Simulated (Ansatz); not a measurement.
# La3AlN (Pm-3m): relaxing the cell for a phonon run

Wanted: the relaxed cell of La3AlN (Pm-3m).

Method: DFT PBEsol, scalar-relativistic, plane waves, PAW; PAW set soft_1, in Ansatz 0.2.0.

## Step 1: The structure

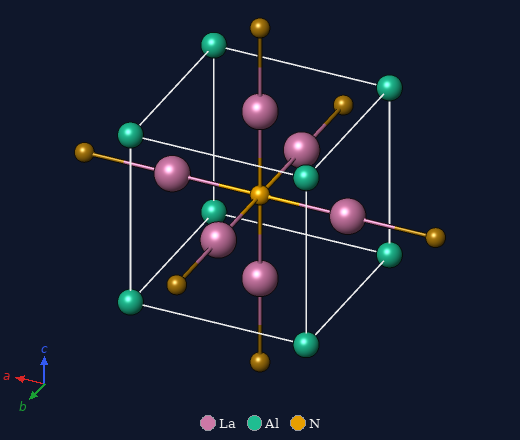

The starting structure, seen from a free direction (lanthanum pink, aluminium teal, nitrogen orange). Some periodic images of atoms are drawn too.

## Step 2: A coarse first look

A quick single point on a coarse mesh tells whether the cell has a gap and how far it is from rest, which sets the k mesh and smearing that follow.

input.yaml

```yaml
crystal:
  lattice:
    - [5.0975180767, 0.0, 0.0]
    - [0.0, 5.0975180767, 0.0]
    - [0.0, 0.0, 5.0975180767]
  atoms:
    - { symbol: La, position: [0.5, 0.5, 0.0] }
    - { symbol: La, position: [0.0, 0.5, 0.5] }
    - { symbol: La, position: [0.5, 0.0, 0.5] }
    - { symbol: Al, position: [0.0, 0.0, 0.0] }
    - { symbol: "N", position: [0.5, 0.5, 0.5] }
kpoints:
  mp_grid: { grid: [4, 4, 4] }
hamiltonian:
  xc: pbesol
  pseudopotentials: { kind: paw, azcp: { folder: soft_1 }, xc_functional: pbe }
scf:
  occupations: { method: gaussian, width: 0.1 }
output:
  forces: true
  stress: true
  eigenvalues: true
```

Run with:

```console
$ ansatz run input.yaml --threads 4 --pin off --max-ram 10240MiB --backend cpu --events-out ev --progress --plain --runs-dir out
```

Numbers of over 12 decimals in the logs are rounded to 6 here.

Log:

```text
Engine: ansatz 0.2.0, aarch64-unknown-linux-gnu
Pseudopotentials: kind: paw
Pseudopotential: La, paw, valence charge 11, recommended cutoff 420 eV (normal), soft_1/La.paw.azcp
Pseudopotential: Al, paw, valence charge 3, recommended cutoff 420 eV (normal), soft_1/Al.paw.azcp
Pseudopotential: N, paw, valence charge 5, recommended cutoff 420 eV (normal), soft_1/N.paw.azcp
Functional definition: PBEsol
[...]
k-point 0: bands = [... 17 lower, 9.3780, 9.3780, 9.4569, 9.4569, 9.4569, 11.1715, 11.1715, 11.1715, ... 1 higher]
  k-point 1: bands = [... 17 lower, 8.8697, 9.6243, 9.7414, 9.7414, 9.9575, 11.0853, 11.1912, 11.1912, ... 1 higher]
  k-point 2: bands = [... 17 lower, 8.5890, 9.6987, 9.6987, 9.8505, 10.8774, 11.3494, 11.8356, 11.9357, ... 1 higher]
  k-point 9: bands = [... 17 lower, 10.6288, 10.6288, 10.6288, 11.0147, 11.0147, 11.0147, 11.8499, 11.8499, ... 1 higher]
[key lines of the parts left out:]
SCF converged after 7 iterations
Free energy (F): -19391.336014 eV
Fermi energy:    10.286006 eV
P = ⅓ Tr σ = -2.7706 GPa (-27.706 kbar)
```

Wall time 1.1 s (4 threads of Arm Neoverse V1, shared host); peak memory 0.45 GiB.

This run has no spin polarisation although its electron count is odd.

Numbers from this step:

| Quantity | Value |
| --- | --- |
| pressure | -2.771 GPa |
| volume per atom | 26.49 Å³ |
| gap on the k-mesh | 0 eV |

The coarse mesh shows no gap and a pressure of -2.8 GPa.

## Step 3: Bringing the structure to rest

Harmonic phonons are second derivatives at a point where the forces vanish, and they are wanted at zero stress, so atoms and cell are relaxed first.

input.yaml: that of step 2 with these lines changed.

```diff
@@ -12,3 +12,3 @@
 kpoints:
-  mp_grid: { grid: [4, 4, 4] }
+  mp_grid: { grid: [8, 8, 8] }
 hamiltonian:
@@ -22 +22,6 @@
   eigenvalues: true
+relax:
+  adjacent_minimum: "off"
+  f_tol: 0.005
+  max_steps: 80
+  cell: { stress_tol: 0.05 }
```

Log:

```text
[...]
Crystal: 5 atoms, lattice volume = 132.457 Å³
Basis set: ecut = 420 eV, 2553 PW (Γ), exchange–correlation on 72×72×72 points (8 copies of the dense FFT grid, shifted against one another)
Bands: 26, of which v1, the nominal top of the filled ones, is band 21 counted from 1 (20 counted from 0)
Symmetry: 48 space group operations
[...]
k-points: 35 of 512
[...]
SCF iter   1: F=—  HF=-19391.456008 eV  |F-HF|=—  |Δ(HF+E_count)|=         —  Δρ=2.75e-2  dr2=6.45e-1  ethr=3.10e-3  ⟨swp⟩=5.3  Hψ=4786  notcnv=0
[...]
SCF iter   8: F=-19391.348050 eV  HF=-19391.348050 eV  |F-HF|=4.01e-9  |Δ(HF+E_count)|=   4.80e-8  Δρ=1.84e-6  dr2=7.36e-9  ethr=2.44e-10  ⟨swp⟩=12.4  Hψ=5300  notcnv=0
SCF 1 converged in 8 iterations: F = -19391.348050 eV  dr2 = 7.36e-9
[...]
relax step   1: F+E_penalty+E_count = -19391.34805021 eV  Δ(F+E_penalty+E_count) = +0.000e0 eV  max|allowed force component| = 1.504e-29 eV/Å  Δτ_max = 0.0000 Å  P = -2.747 GPa  Ω = 132.457 Å³  (8 SCF iters, dr2 threshold 1.00e-7 eV, accepted)
Crystal: 5 atoms, lattice volume = 121.176 Å³
Basis set: ecut = 420 eV, 2373 PW (Γ), exchange–correlation on 72×72×72 points (8 copies of the dense FFT grid, shifted against one another)
[...]
iter 1 solved again at ethr=2.86e-4 eV; its pass at ethr=3.10e-3 eV (dr2=1.17e-1 eV) is discarded
[...]
SCF iter   7: F=-19391.331153 eV  HF=-19391.331153 eV  |F-HF|=1.07e-8  |Δ(HF+E_count)|=   2.72e-7  Δρ=3.20e-6  dr2=2.16e-8  ethr=1.22e-9  ⟨swp⟩=8.7  Hψ=4986  notcnv=0
SCF 2 converged in 7 iterations: F = -19391.331153 eV  dr2 = 2.16e-8
[...]
relax step   2: F+E_penalty+E_count = -19391.33115310 eV  Δ(F+E_penalty+E_count) = +1.690e-2 eV  max|allowed force component| = 3.560e-30 eV/Å  Δτ_max = 0.0000 Å  P = +3.777 GPa  Ω = 121.176 Å³  energy of the carried Pulay correction = +3.573e-3 eV  (7 SCF iters, dr2 threshold 5.00e-7 eV, rejected (line search))
Crystal: 5 atoms, lattice volume = 127.461 Å³
Basis set: ecut = 420 eV, 2517 PW (Γ), exchange–correlation on 72×72×72 points (8 copies of the dense FFT grid, shifted against one another)
[...]
SCF iter   9: F=-19391.396537 eV  HF=-19391.396537 eV  |F-HF|=3.64e-12  |Δ(HF+E_count)|=  5.46e-11  Δρ=6.65e-8  dr2=6.19e-12  ethr=1.00e-12  ⟨swp⟩=7.7  Hψ=4793  notcnv=0
SCF 3 converged in 9 iterations: F = -19391.396537 eV  dr2 = 6.19e-12
relax step   3: F+E_penalty+E_count = -19391.39653695 eV  Δ(F+E_penalty+E_count) = -4.849e-2 eV  max|allowed force component| = 6.271e-30 eV/Å  Δτ_max = 0.0000 Å  P = -0.186 GPa  Ω = 127.461 Å³  energy of the carried Pulay correction = +1.544e-3 eV  (9 SCF iters, accepted)
[...]
relax step   4: F+E_penalty+E_count = -19391.39683868 eV  Δ(F+E_penalty+E_count) = -3.017e-4 eV  max|allowed force component| = 7.691e-30 eV/Å  Δτ_max = 0.0000 Å  P = +0.010 GPa  Ω = 127.112 Å³  energy of the carried Pulay correction = +1.654e-3 eV  (5 SCF iters, dr2 threshold 8.67e-8 eV, accepted)
[...]
SCF iter   6: F=-19391.395544 eV  HF=-19391.395544 eV  |F-HF|=1.09e-11  |Δ(HF+E_count)|=  2.55e-11  Δρ=3.32e-8  dr2=2.71e-12  ethr=1.00e-12  ⟨swp⟩=6.4  Hψ=3625  notcnv=0
SCF 5 converged in 6 iterations: F = -19391.395544 eV  dr2 = 2.71e-12
relax step   5: F+E_penalty+E_count = -19391.39554376 eV  Δ(F+E_penalty+E_count) = +1.295e-3 eV  max|allowed force component| = 4.408e-30 eV/Å  Δτ_max = 0.0000 Å  P = -0.009 GPa  Ω = 127.112 Å³  stress off target by 9.37e-3 GPa  SCF on the basis re-selected at this cell (its energy is not comparable with the rows above)  (6 SCF iters)
basis re-selected at this cell: Δ(F+E_penalty+E_count) = +1.295e-3 eV, ΔP = -0.019 GPa vs the last step (what re-selecting the basis moved, of the pressure what is left beyond the Pulay correction that the steps carried, after the strain that the cell walked since its last selection, with what the two solves' SCF thresholds leave and, on support functions, any second-order correction that the steps lacked; it is no m [...]
SCF converged after 6 iterations
Free energy (F): -19391.395544 eV
[...]
Internal energy: -19391.387911 eV  (E = F + TS)
E sigma→0 (E₀):  -19391.391727 eV
Entropy (-TS):   -0.007633 eV (-1.527 meV/atom)
Fermi energy:    10.770514 eV
[...]
--- Stress (GPa, compression-positive) ---
       -0.009370      -0.000000       0.000000
       -0.000000      -0.009370       0.000000
        0.000000       0.000000      -0.009370
  P = ⅓ Tr σ = -0.0094 GPa (-0.094 kbar)
--- Band table (eV; the first three rows and the last of 35) ---
  k-point 0: bands = [... 17 lower, 9.8123, 9.8123, 9.9052, 9.9052, 9.9052, 11.7315, 11.7315, 11.7315, ... 1 higher]
  k-point 1: bands = [... 17 lower, 9.7153, 9.9524, 9.9734, 10.0603, 10.0603, 11.6253, 11.6741, 11.6741, ... 1 higher]
  k-point 2: bands = [... 17 lower, 9.3340, 10.0808, 10.2348, 10.2348, 10.4240, 11.6365, 11.7296, 11.7296, ... 1 higher]
  k-point 34: bands = [... 17 lower, 11.2013, 11.2013, 11.2013, 11.5645, 11.5645, 11.5645, 12.4039, 12.4039, ... 1 higher]
--- Relaxed structure (4 steps of the walk, 3 accepted, 1 SCFs on fresh bases) ---
  F+E_penalty+E_count = -19391.39554376 eV   max|allowed force component| = 4.408e-30 eV/Å   (the final SCF, on the basis selected at the relaxed cell)
  cell:  # Å, volume = 127.1122 Å³
    - [5.028005, 0, 0]
    - [0, 5.028005, 0.0]
    - [0, 0.0, 5.028005]
  atoms:
    - { symbol: La, position: [0.5, 0.5, 0] }
    - { symbol: La, position: [0, 0.5, 0.5] }
    - { symbol: La, position: [0.5, 0, 0.5] }
    - { symbol: Al, position: [0, 0, 0] }
    - { symbol: N, position: [0.5, 0.5, 0.5] }
```

It took 14 s on 4 threads; peak memory 0.52 GiB; 55 s of CPU time.

Relaxation path:

```tsv
step	energy less that of the first step (eV)	largest force component (eV/Å)	pressure (GPa)	volume (Å³)
1	0.0000	0.0000	-2.75	132.46
2	0.0169	0.0000	3.78	121.18
3	-0.0485	0.0000	-0.19	127.46
4	-0.0488	0.0000	0.01	127.11
5*	-0.0475	0.0000	-0.01	127.11
```

Relaxation steps marked * repeat the geometry before them on a plane-wave basis chosen anew for their cell, so energy and pressure can jump there. Relaxation step 2 was tried and not accepted.

The run keeps the 48 symmetry operations that it works with, so distortions that break them were not tested.

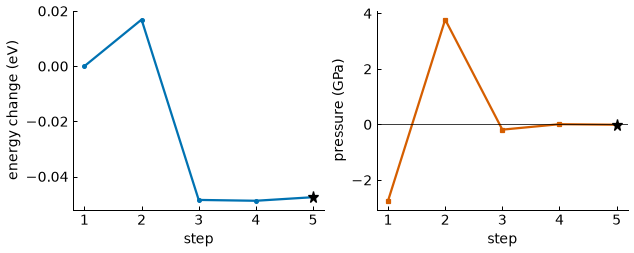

Energy and pressure along the relaxation. Stars mark steps on a basis chosen anew.

```tsv
conventional cell, symmetrised	before	after	change
a (Å)	5.098	5.028	-1.4 %
b (Å)	5.098	5.028	-1.4 %
c (Å)	5.098	5.028	-1.4 %
volume (Å³/atom)	26.49	25.42	-4.0 %
```

The relaxed structure:

```xyz
5
Lattice="5.0280 0.0000 0.0000 0.0000 5.0280 0.0000 0.0000 0.0000 5.0280" Properties=species:S:1:pos:R:3 pbc="T T T"
La    2.5140    2.5140    0.0000
La    0.0000    2.5140    2.5140
La    2.5140    0.0000    2.5140
Al    0.0000    0.0000    0.0000
N     2.5140    2.5140    2.5140
```

Numbers from this step:

```yaml
pressure: -0.009370 GPa
volume_per_atom: 25.42 Å³
```

In this step the volume went from 26.49 to 25.42 Å³/atom.

## Step 4: Tight relaxation

Phonons need a cell at rest on their own settings, so the relaxation is repeated with tight tolerances on forces and stress, using the mesh and the filling of the phonon run that follows.

input.yaml, the sections that differ from step 3:

```yaml
crystal:
  lattice:
    - [5.0280049023, 0.0, 0.0]
    - [0.0, 5.0280049023, 0.0]
    - [0.0, 0.0, 5.0280049023]
  atoms:
    - { symbol: La, position: [0.5, 0.5, 0.0] }
    - { symbol: La, position: [0.0, 0.5, 0.5] }
    - { symbol: La, position: [0.5, 0.0, 0.5] }
    - { symbol: Al, position: [0.0, 0.0, 0.0] }
    - { symbol: "N", position: [0.5, 0.5, 0.5] }
scf:
  occupations: { method: methfessel_paxton, width: 0.2 }
relax:
  adjacent_minimum: "off"
  f_tol: 0.001
  max_steps: 60
  cell: { stress_tol: 0.01 }
# kpoints, hamiltonian, output: as in step 3
```

Log:

```text
[...]
Crystal: 5 atoms, lattice volume = 127.112 Å³
Basis set: ecut = 420 eV, 2517 PW (Γ), exchange–correlation on 72×72×72 points (8 copies of the dense FFT grid, shifted against one another)
Bands: 26, of which v1, the nominal top of the filled ones, is band 21 counted from 1 (20 counted from 0)
[... 1 set-up line as in the run before ...]
[...]
k-points: 35 of 512
[...]
--- Relaxed structure (3 steps of the walk, 2 accepted, 1 SCFs on fresh bases) ---
[...]
cell:  # Å, volume = 127.0711 Å³
    - [5.027463, 0.0, 0]
    - [0.0, 5.027463, 0.0]
    - [0, 0.0, 5.027463]
  atoms:
    - { symbol: La, position: [0.5, 0.5, 0] }
    - { symbol: La, position: [0, 0.5, 0.5] }
    - { symbol: La, position: [0.5, 0, 0.5] }
    - { symbol: Al, position: [0, 0, 0] }
    - { symbol: N, position: [0.5, 0.5, 0.5] }
[key lines of the parts left out:]
SCF converged after 5 iterations
Free energy (F): -19391.387359 eV
Fermi energy:    10.788856 eV
P = ⅓ Tr σ = -0.0003 GPa (-0.003 kbar)
```

Elapsed: 11 s, on 4 threads; peak memory 0.51 GiB; 42 s of CPU time.

Little changed from the start: no atom moved by 0.005 Å and no cell edge by 0.1 %.

Numbers from this step:

* pressure: -2.73e-4 GPa
* volume per atom: 25.41 Å³

The forces vanish by symmetry and the pressure is 0.000 GPa, within the tolerances set. The cell now holds 25.41 Å³/atom.

## Step 5: What came out

| Item | Value |
| --- | --- |
| space group after relaxation (within 0.01 Å) | Pm-3m |
| lattice constant a | 5.027 Å |
| lattice constant b | 5.027 Å |
| lattice constant c | 5.027 Å |
| volume per atom | 25.4 Å³ |

What this shows: The forces vanish by symmetry and the pressure is 0.000 GPa, within the tolerances set. The cell now holds 25.41 Å³/atom. The relaxation keeps the symmetry of its start, so it says nothing on stability against lower symmetry. The runs are without spin polarisation, although the cell has an odd electron count. Spin-orbit coupling is left out, which can matter for the heavy elements here. The PAW files were made for PBE and serve the other functionals too.

[Logs are printed without paths, hosts, clocks, repeated set-up lines and the standing remarks that a program may print on its own settings, such as how far it seeks lower states.]

[Hosts, paths, dates, database ids (printed as entryN), source tags and the programs' standing remarks are cut or masked in the printed files.]
